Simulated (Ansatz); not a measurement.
```xyz
14

C    -2.1999    0.8092    0.7870
O    -1.1240   -0.0921    0.8240
Sb   -0.3675   -0.6987   -0.9086
C     0.9331   -2.0814    0.0934
Si    1.4341    1.1654   -0.9747
H    -2.5624    0.9421    1.8102
H    -1.9064    1.7968    0.4040
H    -3.0378    0.4448    0.1762
H     1.2568   -1.6235    1.0277
H     1.7994   -2.3028   -0.5316
H     0.3897   -3.0028    0.2992
H     2.2292    1.1592    0.2833
H     0.7884    2.4974   -1.1326
H     2.3546    0.9573   -2.1286
```

Geometry: PBE0-D4/def2-TZVP; core potentials replace the inner electrons of Sb.

Method: RKS PBE0-D4/def2-TZVPP in Ansatz.

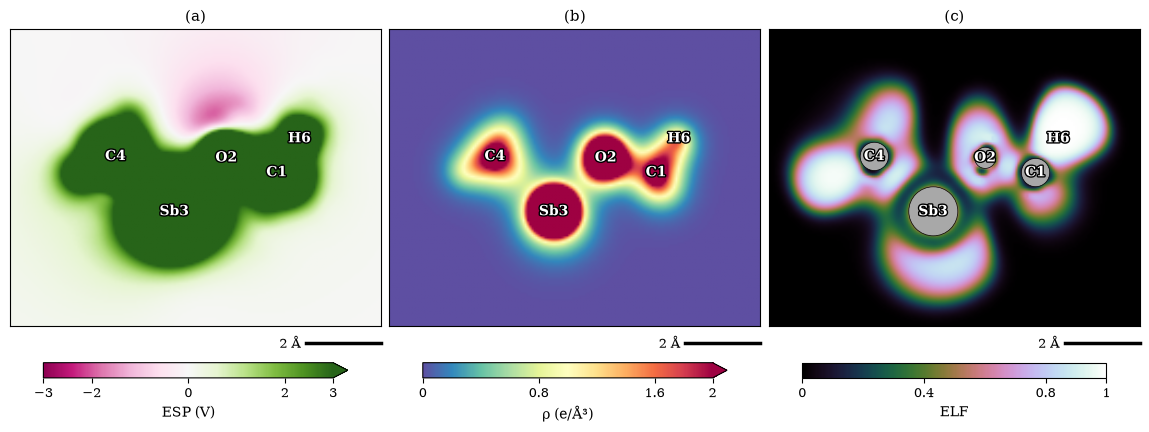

C2H9OSbSi (SMILES C[O][Sb]([CH3])[SiH3]). (a) molecular electrostatic potential; (b) electron density; (c) ELF on the plane of atoms O2, Sb3 and C4. Grey discs cover the atomic cores in the ELF map.

**Read the bonding off the picture.**

- Atoms in the plane: C, O, Sb and H.
- C–O (1.40 Å): ρ at the midpoint is about 2.1 e/Å³, with its minimum of 1.8 e/Å³ about 0.5 Å from C; the ELF peaks at about 0.90 between the atoms, as expected for a polar covalent bond.
- Sb–O (1.99 Å): ρ is about 0.82 e/Å³ halfway; the ELF peaks at about 0.85 in the valence shell of O, 0.6 Å from its nucleus, and drops to about 0.15 between the two atoms.
- C–Sb (2.15 Å): the density is about 0.76 e/Å³ at the midpoint; the ELF peaks at about 0.90 in the valence shell of C, 0.8 Å from its nucleus, and drops to about 0.20 between the two atoms.
- C–H (1.09 Å): the density is about 2 e/Å³ at the midpoint; the ELF climbs to about 1 towards the hydrogen, as it does in any bond to H (a covalent bond by its length).
- The ELF also peaks beside Sb3 and O2, away from the bonds: lone-pair regions.
- Outside the dense part of the molecule the potential is most negative (−1.9 V) near O2.
